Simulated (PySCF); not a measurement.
| atom | x (Å) | y (Å) | z (Å) |
| --- | --- | --- | --- |
| O | -1.6645 | 1.5463 | -0.2070 |
| C | -0.7612 | 0.7891 | -0.1069 |
| O | 0.5604 | 1.1234 | -0.1449 |
| B | 1.2968 | -0.0263 | 0.0051 |
| F | 2.5936 | -0.0546 | 0.0132 |
| O | 0.5103 | -1.1436 | 0.1452 |
| C | -0.7951 | -0.7535 | 0.0907 |
| O | -1.7311 | -1.4715 | 0.1800 |

Geometry: GFN2-xTB.

All numbers below come from PBE0/pcSseg-1, SCF density, gas phase, non-relativistic (PySCF).

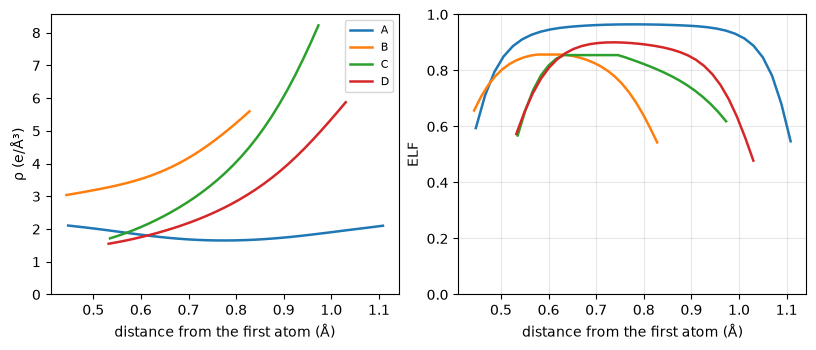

C2BFO4 (SMILES O=C1OB(F)OC1=O). Total electron density and electron localisation function along straight lines between neighbouring atoms. The curves leave out the atomic cores.

**Which curve belongs to which contact (B–F, B–O, C–C and C–O)? The first atom named is at distance zero.**

Curve A: C–C (1.56 Å): ρ is about 1.7 e/Å³ halfway; the ELF peaks at about 0.95 between the atoms: localised, covalent bonding. Curve B: C–O (1.18 Å): ρ is about 3.5 e/Å³ halfway; the ELF peaks at about 0.85 between the atoms (a multiple bond). Curve C: B–F (1.30 Å): ρ at the midpoint is about 2.4 e/Å³; the ELF peaks at about 0.85 between the atoms (a short, strongly polar bond). Curve D: B–O (1.37 Å): the density is about 2.1 e/Å³ at the midpoint; the ELF peaks at about 0.90 between the atoms; a short, strongly polar bond.
